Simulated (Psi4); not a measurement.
# UDSD-PBEP86/aug-cc-pVDZ (density fitting for correlation) run of BHSCl (SMILES S[B]Cl)

Aim: the vertical doublet–quartet gap of BHSCl at UDSD-PBEP86/aug-cc-pVDZ (density fitting for correlation), from 2 runs. 

The results are computed with Psi4 1.11.

2 further runs of the same task are left out: 2 set aside as unsound or not needed.

## (1) The molecule

The species is BHSCl (4 atoms), meant as a doublet with charge 0. As SMILES, `S[B]Cl`. The shape is that of a PBE0-D4/def2-TZVP optimisation.

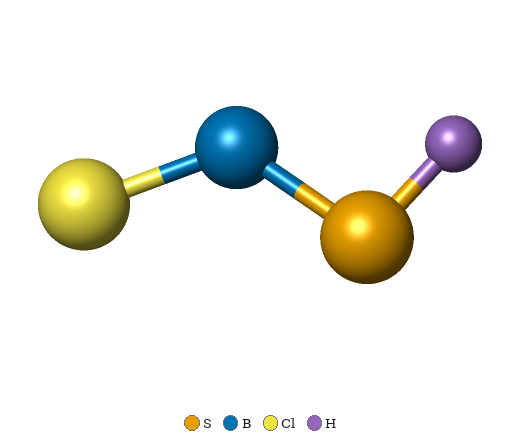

Viewed from a chosen angle; sulfur amber, boron blue, chlorine yellow, hydrogen purple.

## (2) The energy at UDSD-PBEP86/aug-cc-pVDZ (density fitting for correlation)

Input file calc.inp:

```
memory 1600 mb

molecule {
  0 2
  S
  B 1 R2
  Cl 2 R3 1 A3
  H 1 R4 2 A4 3 D4

  R2 = 1.766113
  R3 = 1.72216
  A3 = 124.75087
  R4 = 1.344127
  A4 = 96.28356
  D4 = -179.98191
  symmetry c1
}

set basis aug-cc-pVDZ
set reference uks
set puream true
set e_convergence 1e-09
set d_convergence 1e-08
set scf_type pk
set dft_radial_points 99
set dft_spherical_points 590
set num_frozen_docc 11
set maxiter 200

e = energy("dsd-pbep86")
print_variables()
```

Started as:

```bash
psi4 -i calc.inp -o calc.out -n 1
```

calc.out:

```text
[...]
  Running in c1 symmetry.
[...]
  Nuclear repulsion =  106.345094443240896
[...]
  Multiplicity = 2
[...]
  Nalpha       = 20
  Nbeta        = 19
[...]
    Number of basis functions: 86
[...]
   @UKS iter   1:  -882.91086355003210   -2.69164e-01   2.39122e-03 ADIIS/DIIS
[...]
   @UKS iter  14:  -882.94636802918217   -4.09273e-12   4.79550e-09 DIIS
[...]
   @S^2 Observed:                7.559530037E-01
[...]
    Orbital Energies [Eh]
    ---------------------
    Alpha Occupied:
       1A   -103.702720     2A    -90.909122     3A    -10.204484
       4A     -8.641344     5A     -7.769277     6A     -7.765431
       7A     -7.765182     8A     -7.408245     9A     -6.416590
      10A     -6.415306    11A     -6.412007    12A     -1.051225
      13A     -0.935499    14A     -0.630742    15A     -0.543912
      16A     -0.493628    17A     -0.468150    18A     -0.458713
      19A     -0.377148    20A     -0.304320
    Alpha Virtual:
      21A      0.019595    22A      0.022028    23A      0.043737
      24A      0.044993    25A      0.053070    26A      0.077244
[...]
  @UKS Final Energy:  -882.94636802918217
   => Energetics <=
    Nuclear Repulsion Energy =            106.3450944432408960
    One-Electron Energy =               -1429.9269353829113243
    Two-Electron Energy =                 457.1808370507587824
    DFT Exchange-Correlation Energy =     -16.5453641402705749
    Empirical Dispersion Energy =           0.0000000000000000
    VV10 Nonlocal Energy =                  0.0000000000000000
    Total Energy =                       -882.9463680291821674
[...]
 Multipole Moments:
 ------------------------------------------------------------------------------------
     Multipole            Electronic (a.u.)      Nuclear  (a.u.)        Total (a.u.)
 ------------------------------------------------------------------------------------
 L = 1.  Multiply by 2.5417464519 to convert [e a0] to [Debye]
 Dipole X            :         -0.0003135            0.0004003            0.0000868
 Dipole Y            :         -1.5911883            1.9959955            0.4048072
 Dipole Z            :          2.7286060           -3.0147551           -0.2861492
 Magnitude           :                                                    0.4957320
[...]
```

Run time: 17 s. Hardware: 1 thread of Intel Xeon Platinum 8375C at 2.90GHz (Ice Lake), shared host; peak memory 0.93 GiB.

## (3) The quartet at the same level

Input file bclhs.xyz:

```xyz
4
BClHS
S      0.566400    -0.789100     0.531400
B     -0.299600     0.475700    -0.345800
Cl    -2.014100     0.616000    -0.427300
H      1.802900    -0.362900     0.221400
```

Input file run.py:

```python
import numpy as np
from ase.calculators.psi4 import Psi4
from ase.io import read

mol = read('bclhs.xyz')
calc = Psi4(atoms=mol, method='dsd-pbep86', basis='aug-cc-pVDZ', memory='1600MB', num_threads=1, charge=0, multiplicity=4, label='psi4-calc', reference='uks')
calc.psi4.set_options({'puream': True, 'e_convergence': 1e-09, 'd_convergence': 1e-08, 'scf_type': 'pk', 'dft_radial_points': 99, 'dft_spherical_points': 590, 'num_frozen_docc': 11, 'maxiter': 200})
mol.calc = calc

print(f'energy: {mol.get_potential_energy():.6f} eV')
```

Started as:

```bash
python run.py
```

psi4-calc.dat:

```text
[...]
  Running in c1 symmetry.
[...]
  Nuclear repulsion =  106.345080196469851
[...]
  Multiplicity = 4
[...]
  Nalpha       = 21
  Nbeta        = 18
[...]
    Number of basis functions: 86
[...]
   @UKS iter   1:  -882.70517589124404   -6.34773e-02   3.03084e-03 ADIIS/DIIS
[...]
   @UKS iter  13:  -882.77524588014137   -7.61702e-12   8.37266e-09 DIIS
[...]
   @S^2 Observed:                3.766123985E+00
[...]
    Orbital Energies [Eh]
    ---------------------
    Alpha Occupied:
       1A   -103.660578     2A    -91.016295     3A    -10.161645
       4A     -8.744796     5A     -7.725609     6A     -7.724122
       7A     -7.722803     8A     -7.321076     9A     -6.531727
      10A     -6.515833    11A     -6.513436    12A     -1.043611
      13A     -0.998106    14A     -0.658842    15A     -0.578696
      16A     -0.536171    17A     -0.509885    18A     -0.432797
      19A     -0.427885    20A     -0.280254    21A     -0.203254
    Alpha Virtual:
      22A      0.003823    23A      0.040032    24A      0.048568
      25A      0.049425    26A      0.067814    27A      0.080072
[...]
  @UKS Final Energy:  -882.77524588014137
   => Energetics <=
    Nuclear Repulsion Energy =            106.3450801964698513
    One-Electron Energy =               -1429.2864861096604727
    Two-Electron Energy =                 456.7148644254143619
    DFT Exchange-Correlation Energy =     -16.5487043923650319
    Empirical Dispersion Energy =           0.0000000000000000
    VV10 Nonlocal Energy =                  0.0000000000000000
    Total Energy =                       -882.7752458801413695
[...]
 Multipole Moments:
 ------------------------------------------------------------------------------------
     Multipole            Electronic (a.u.)      Nuclear  (a.u.)        Total (a.u.)
 ------------------------------------------------------------------------------------
 L = 1.  Multiply by 2.5417464519 to convert [e a0] to [Debye]
 Dipole X            :         -1.7392921            3.2177625            1.4784703
 Dipole Y            :          0.3808988           -1.3650286           -0.9841298
 Dipole Z            :         -0.2500477            0.9249063            0.6748586
 Magnitude           :                                                    1.8999527
[...]
```

On the terminal:

```text
energy: -24026.183285 eV
```

Run time: 17 s. Hardware: 1 thread of Intel Xeon Platinum 8375C at 2.90GHz (Ice Lake), shared host; peak memory 0.96 GiB.

## (4) Outcome

Level: UDSD-PBEP86/aug-cc-pVDZ (density fitting for correlation), 11 core orbitals frozen.

| quantity | value |
| --- | --- |
| doublet: total energy | -883.13275 Eh |
| doublet: HOMO energy (SCF part's orbitals) (highest over α and β) | -8.28 eV |
| doublet: LUMO energy (SCF part's orbitals) (lowest over α and β) | 0.01 eV |
| doublet: ⟨S²⟩ | 0.756 |
| quartet: total energy | -882.94596 Eh |
| quartet: HOMO energy (SCF part's orbitals) (highest over α and β) | -5.53 eV |
| quartet: LUMO energy (SCF part's orbitals) (lowest over α and β) | -3.92 eV |
| quartet: ⟨S²⟩ | 3.766 |
| vertical energy of the quartet above the doublet | 5.083 eV |

**Reading.** At this shape the quartet lies 5.08 eV (117 kcal/mol) above the doublet.
